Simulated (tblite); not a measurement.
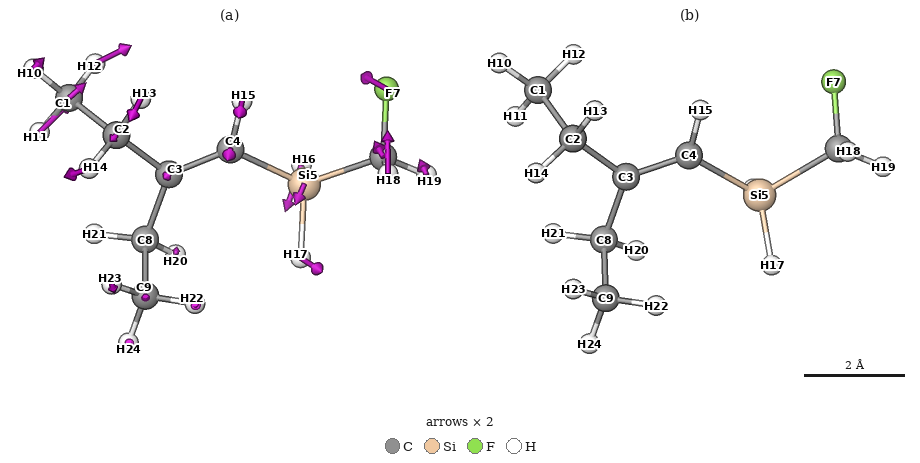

The structure of C₇H₁₅FSi before (left) and after (right) a relaxation, at one scale. The purple arrows give the displacements, 2 times their true length.

The picture is a ball-and-stick view, seen face on.

The calculation used tblite, GFN2-xTB geometry optimisation, gas phase. 

> Describe what moved and what it gained.

The largest move after the best rigid fit is that of the F atom, 0.53 Å. Largest moves by element: F 0.53 Å, H 0.51 Å, Si 0.26 Å, C 0.24 Å. Among the contacts that change: C–Si 1.839 → 1.918 Å, C–Si 1.838 → 1.873 Å, C–C 1.508 → 1.531 Å, C–H 1.114 → 1.092 Å. Bond angles that change, for instance: C–Si–C 113.4° → 106.5°, Si–C–H 110.7° → 116.3°, C–Si–H 109.1° → 114.4°. Groups turn about C–Si by about 20°. Over 150 geometry steps the energy falls by 0.251 eV. Cost: 2.3 s on 1 thread of Arm Neoverse N1, with other jobs on the host.
